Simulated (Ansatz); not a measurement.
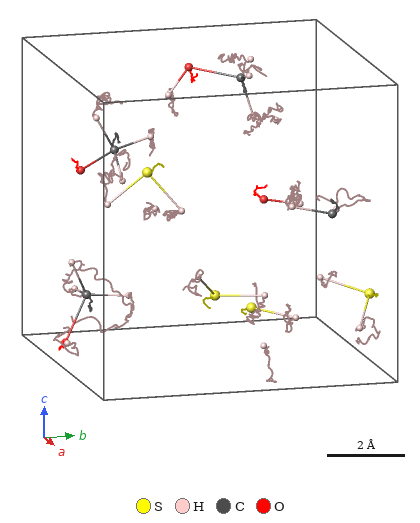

Molecular dynamics of a periodic cell with 4 SH2 + 4 CH3OH at 0.865 g/cm³, 150 fs long. Lines trace each atom's path, in the colour of its element; spheres stand at the starting positions. Seen slightly off an axis in the simulation cell.

Computed with DFT PBE, scalar-relativistic, plane waves, PAW (Ansatz). Settings: plane-wave cutoff 420 eV; k-point mesh 1 × 1 × 1; Fermi-Dirac smearing 0.05 eV; Langevin thermostat (NVT); set temperature 400 K; time step 0.5 fs; friction 0.02 per fs.

### How do the atoms move?

In the second half of the run the atoms are, in the root-mean-square, this far from where they began (common drift taken out): H 0.74 Å, O 0.41 Å, C 0.38 Å, S 0.31 Å. The heavy atoms stay within a fraction of a molecule's size of their starting places, while the hydrogen atoms travel further, as molecules turn; so short a run doesn't tell a liquid from a solid. Over the second half the temperature averages 366 K (spread ±40 K). The potential energy in the second half lies on average 37.8 meV per atom above the first frame.

Limits of the set-up: the periodic images lie only 8.0 Å apart, so the values are limited by the cell's size.

The run took 9.9 min on 1 thread of Arm Neoverse V2 (shared host), peak memory 0.48 GiB.
